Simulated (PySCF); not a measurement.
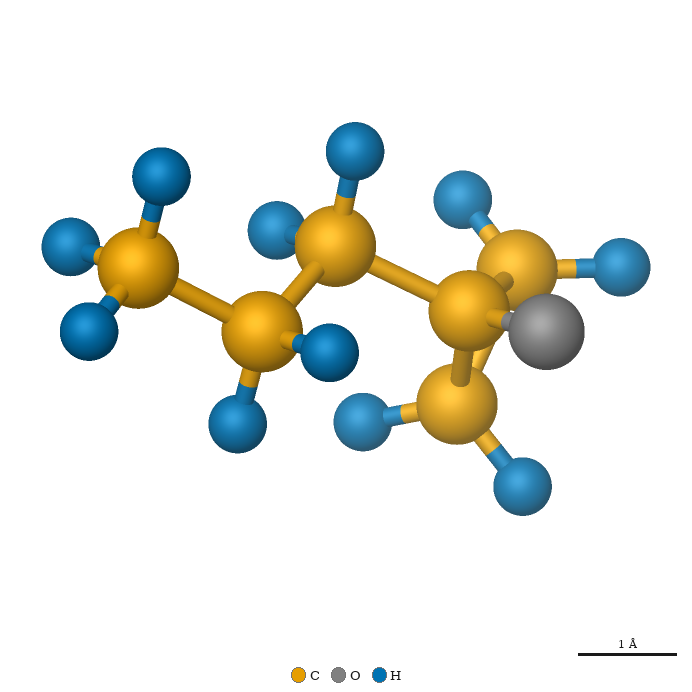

A ball-and-stick model of a molecule.

Charge −1, singlet. Computed geometry: GFN2-xTB optimisation. No frequency run is at hand to confirm it as a minimum.

Which formula does it have?

Answer. C₆H₁₁O⁻, 18 atoms: 6 carbon, 11 hydrogen and 1 oxygen.

Which point group does it belong to?

Answer. C1.

What is its SMILES?

Answer. CCCC1([O-])CC1

The parts below concern this one geometry. Atoms keep their numbers from picture to picture.

Electronic properties

No frequency run is at hand to confirm it as a minimum. Method: PBE0/def2-SVPD, gas phase (PySCF 2.14.0).

Give the mean static polarisability at this level.

Answer. 93.5 bohr³.

Charges

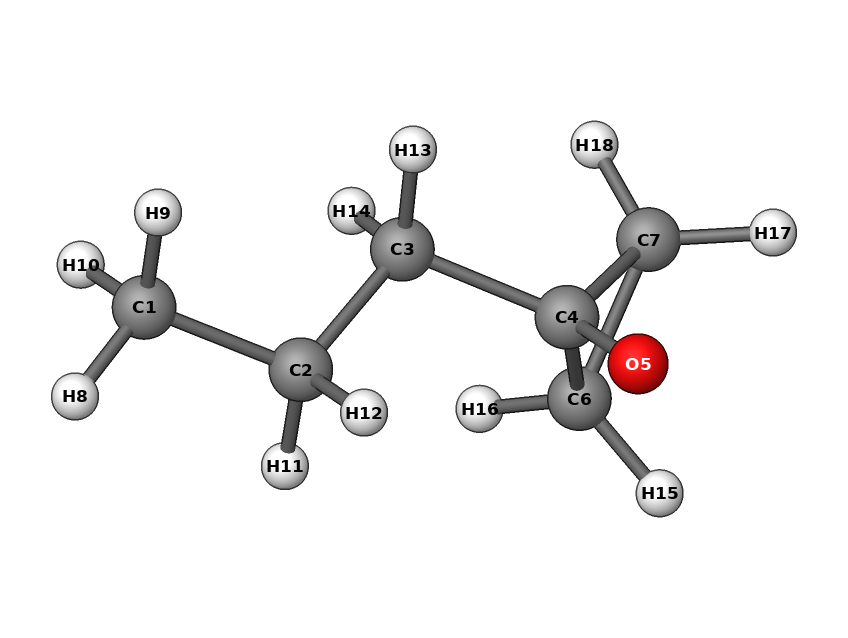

The questions are on IAO charges. No frequency run is at hand to confirm it as a minimum. Level of theory: PBE0/pcSseg-1, gas phase (PySCF 2.14.0).

Which atom carries the highest charge (most positive or least negative)?

Answer. C4 (0.29 e).

And the lowest?

Answer. O5 (−0.81 e).

List the IAO charges.

| atom | value (e) |
| --- | --- |
| C1 | −0.41 |
| C2 | −0.25 |
| C3 | −0.28 |
| C4 | 0.29 |
| O5 | −0.81 |
| C6 | −0.38 |
| C7 | −0.38 |
| H8 | 0.11 |
| H9 | 0.12 |
| H10 | 0.12 |
| H11 | 0.11 |
| H12 | 0.14 |
| H13 | 0.10 |
| H14 | 0.09 |
| H15 | 0.12 |
| H16 | 0.09 |
| H17 | 0.11 |
| H18 | 0.09 |

NMR shielding

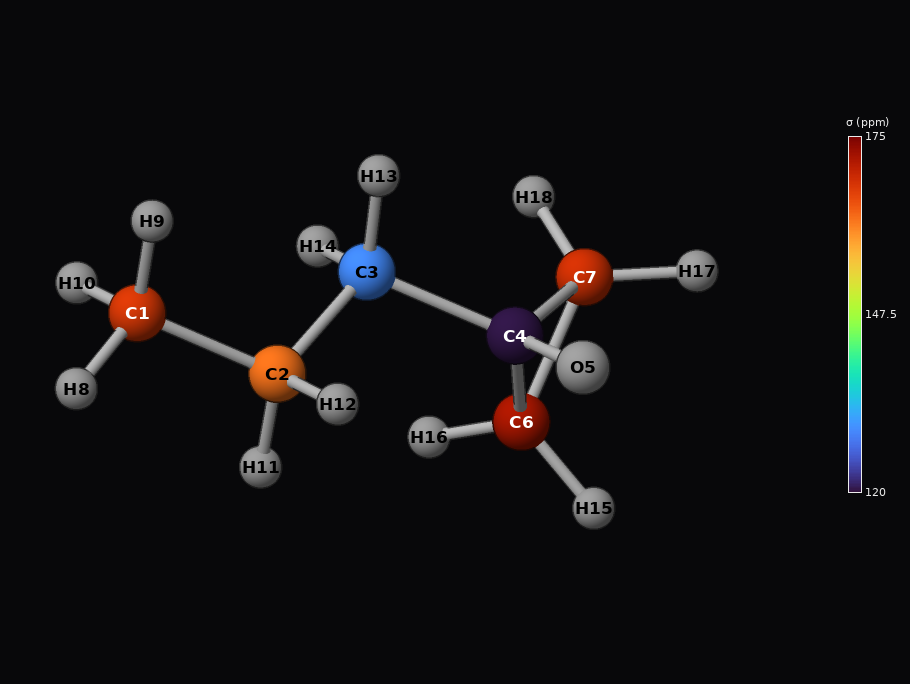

Atoms are coloured by their isotropic NMR shieldings (C only, the others grey). No frequency run is at hand to confirm it as a minimum. Level of theory: GIAO PBE0/pcSseg-1 NMR shielding, non-relativistic, gas phase (PySCF 2.14.0).

Which C atom is the most shielded (lowest chemical shift)?

Answer. C6 (171.2 ppm).

Which C atom is the least shielded (highest chemical shift)?

Answer. C4 (120.6 ppm).

How wide is the range of C shifts?

Answer. 50.6 ppm.

Give the isotropic NMR shieldings of the C atoms atom by atom.

```csv
atom,σ (ppm)
C1,166.8
C2,162.1
C3,129.8
C4,120.6
C6,171.2
C7,167.8
```

Quadrupole coupling

No frequency run is at hand to confirm it as a minimum. Electric field gradients from the ground-state density, PBE0/pcSseg-1 (PySCF 2.14.0), non-relativistic apart from any core potentials.

Give the largest field-gradient component, the quadrupole coupling constant and the asymmetry for 17O at O5 (Q = −25.6 mb), 2H at H8 (Q = 2.86 mb), 2H at H9 (Q = 2.86 mb), 2H at H10 (Q = 2.86 mb), 2H at H11 (Q = 2.86 mb).

```
atom  V_zz (a.u.)  e²qQ/h (MHz)     η
  O5        1.622         −9.76  0.03
  H8        0.316         0.212  0.00
  H9        0.317         0.213  0.00
 H10        0.315         0.212  0.00
 H11        0.308         0.207  0.02
```
